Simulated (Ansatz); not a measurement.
**HF···C₂H₃Cl: density, localisation and related maps**

| atom | x (Å) | y (Å) | z (Å) |
| --- | --- | --- | --- |
| F | -1.5651 | -0.0429 | 1.9759 |
| C | 0.6660 | -0.5197 | -0.3326 |
| Cl | 1.0809 | -1.6302 | -1.5986 |
| H | 0.6678 | -0.9689 | 0.6508 |
| C | 0.3782 | 0.7482 | -0.5474 |
| H | 0.1332 | 1.3856 | 0.2926 |
| H | 0.3865 | 1.1807 | -1.5397 |
| H | -1.7473 | -0.1529 | 1.0989 |

Computed with RHF/def2-SVP in Ansatz.

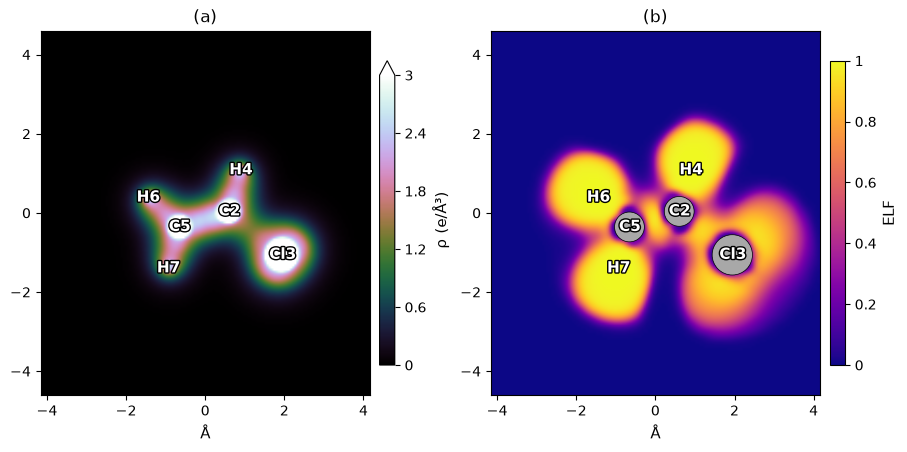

Figure 1. (a) total electron density; (b) ELF on the plane of atoms H6, C5 and H7. Grey discs cover the atomic cores in the ELF map.

### What does the map show?

The section cuts through C, Cl and H sites. C–C (1.32 Å): ρ at the midpoint is about 2.4 e/Å³; the ELF peaks at about 0.95 between the atoms: a short, multiple covalent bond. C–Cl (1.73 Å): ρ is about 1.5 e/Å³ halfway; the ELF peaks at about 0.90 between the atoms: a covalent bond. C–H (1.08 Å): the density is about 2.1 e/Å³ at the midpoint; the ELF climbs to about 1 towards the hydrogen, as it does in any bond to H (an ordinary covalent bond to hydrogen). The ELF also peaks beside Cl3, away from the bonds: lone-pair regions.

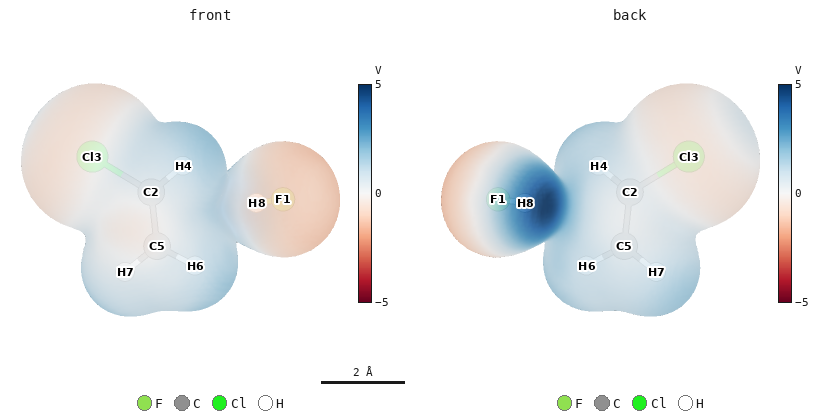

Figure 2. The electrostatic potential painted on the density surface at 0.004 e/bohr³, seen from the front and from behind; the colour scale runs from red (negative) to blue (positive).

### Where is the surface potential most negative and most positive?

The most negative region (about −1.2 V) lies over F1, the most positive (about +4.8 V) over H8. Cl3 shows a σ-hole: about +0.6 V at the tip opposite its bond, against about −0.4 V on its flanks.

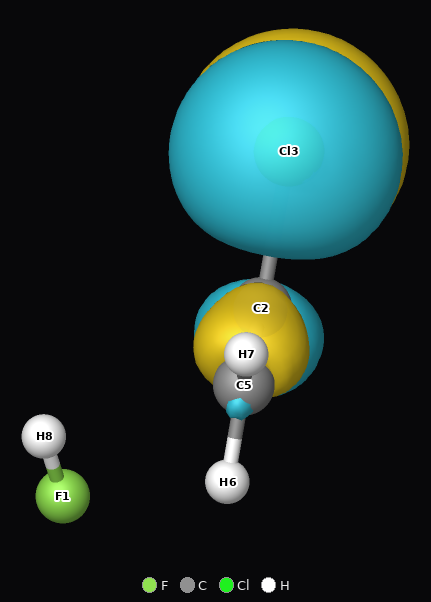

Figure 3. The HOMO−1 at ±0.1 Å⁻³ᐟ² (yellow and cyan are the two phases), seen at an oblique angle.

### What is the character of this orbital?

Its weight (Hirshfeld) is mainly on Cl3 (about 85 %) and C2 (about 5 %); largely a lone pair of Cl3. Its energy is −12.40 eV.
